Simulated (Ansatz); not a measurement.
**MP2/aug-cc-pVDZ run of BNH3Cl (SMILES NBCl)**

What is the vertical singlet–triplet gap of BNH3Cl at MP2/aug-cc-pVDZ? 

The results are computed with Ansatz 0.2.0.

11 further runs of the same task are left out: 11 set aside as unsound or not needed.

## Step 1: The molecule

BNH3Cl has 6 atoms, charge 0, and is taken as a singlet. As SMILES, `NBCl`. Geometry: relaxed at PBE0-D4/def2-TZVP.

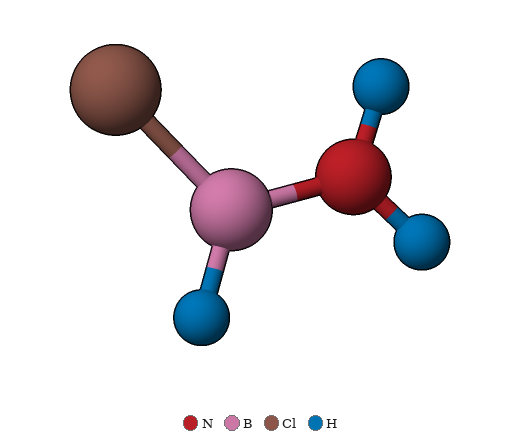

Viewed from a chosen angle; nitrogen red, boron pink, chlorine brown, hydrogen blue.

## Step 2: The energy at MP2/aug-cc-pVDZ

in.yaml

```yaml
crystal:
  periodic: [false, false, false]
  atoms:
    - {symbol: N, position_ang: [-0.395600, -0.007800, -0.658000]}
    - {symbol: B, position_ang: [0.369600, -0.158900, 0.483700]}
    - {symbol: Cl, position_ang: [0.529900, 1.189300, 1.616000]}
    - {symbol: H, position_ang: [-0.511800, -0.749300, -1.326600]}
    - {symbol: H, position_ang: [-0.878600, 0.844500, -0.888200]}
    - {symbol: H, position_ang: [0.928800, -1.181900, 0.727100]}
basis:
  gaussian: {orbitals: aug-cc-pVDZ}
correlation: {method: mp2, frozen_orbitals: {B: 1, Cl: 5, H: 0, "N": 1}}
accuracy: high
```

Launch:

```sh
$ ansatz run in.yaml --threads 1 --pin off --max-ram 2610MiB --events-out events.jsonl --progress --plain --runs-dir runs
```

Standard output:

```text
Warning: RAYON_NUM_THREADS=1 ignored (pool sized by the plan → 1); use --threads N
Functional definition: HF
  name "HF"
  exchange = exact_x
  correlation = 0
1994 factors; integrals over basis functions are off by at most 3.2e-9 eV
mean field evaluation 1: about -14704.9161 eV, gradient 3.4e1 eV
mean field evaluation 2: about -14704.9172 eV, gradient 3.4e1 eV
mean field evaluation 4: about -14707.4378 eV, gradient 2.6e0 eV
mean field evaluation 8: about -14707.4667 eV, gradient 1.0e-4 eV
mean field -14707.46666646 eV, -540.4894309133 hartree, gradient 2.0e-8 eV, S^2 0.000000; 0 other end points of the search recorded, 0 dependent functions left out
7 core orbitals not correlated: weight in the atoms' cores, before any rotation towards them, 1.000 or more for the frozen orbitals, at most 0.000 for the correlated occupied ones
reference -14707.46666646 eV, -540.4894309133 hartree; 9, 9 occupied and 84, 84 virtual orbitals, 1994 factors
second order -11.28414043 eV of doubles, -0.00000000 eV of singles
Total energy: -14718.75080688 eV, -540.9041154253 hartree
```

Run time: 6.9 s. Hardware: 1 thread of Arm Neoverse N1, shared host; peak memory 0.27 GiB.

## Step 3: The triplet at the same level

job.yaml

```yaml
crystal:
  periodic: [false, false, false]
  atoms:
    - symbol: "N"
      position_ang: [-0.395600, -0.007800, -0.658000]
    - symbol: B
      position_ang: [0.369600, -0.158900, 0.483700]
    - symbol: Cl
      position_ang: [0.529900, 1.189300, 1.616000]
    - symbol: H
      position_ang: [-0.511800, -0.749300, -1.326600]
    - symbol: H
      position_ang: [-0.878600, 0.844500, -0.888200]
    - symbol: H
      position_ang: [0.928800, -1.181900, 0.727100]
basis:
  gaussian:
    orbitals: aug-cc-pVDZ
magnetization:
  spin_polarized: true
  initial_magnetization: 2
correlation:
  method: mp2
  frozen_orbitals: {B: 1, Cl: 5, H: 0, "N": 1}
accuracy: high
```

Launch:

```sh
$ ansatz run job.yaml --threads 1 --pin off --max-ram 2610MiB --events-out events.jsonl --progress --plain --runs-dir runs
```

Standard output (excerpt; [...] marks lines left out):

```text
Warning: RAYON_NUM_THREADS=1 ignored (pool sized by the plan → 1); use --threads N
Functional definition: HF
  name "HF"
[...]
1994 factors; integrals over basis functions are off by at most 3.2e-9 eV
[...]
mean field -14701.62058008 eV, -540.2745912016 hartree, gradient 2.5e-8 eV, S^2 2.022921; 9 other end points of the search recorded, 0 dependent functions left out
7 core orbitals not correlated: weight in the atoms' cores, before any rotation towards them, 1.000 or more for the frozen orbitals, at most 0.000 for the correlated occupied ones
reference -14701.62058008 eV, -540.2745912016 hartree; 10, 8 occupied and 83, 85 virtual orbitals, 1994 factors
second order -10.25594809 eV of doubles, -0.00000000 eV of singles
Total energy: -14711.87652817 eV, -540.6514903422 hartree
```

Run time: 50 s. Hardware: 1 thread of Arm Neoverse N1, shared host; peak memory 0.42 GiB.

## Step 4: Results

At MP2/aug-cc-pVDZ, 7 core orbitals frozen:

```
                                            quantity          value
                               singlet: total energy  -540.90412 Eh
singlet: correlation energy (7 core orbitals frozen)     -414.7 mEh
                               triplet: total energy  -540.65149 Eh
triplet: correlation energy (7 core orbitals frozen)     -376.9 mEh
          triplet: ⟨S²⟩ of the reference determinant          2.023
    vertical energy of the triplet above the singlet       6.874 eV
```

In words: At this shape the triplet lies 6.87 eV (159 kcal/mol) above the singlet.
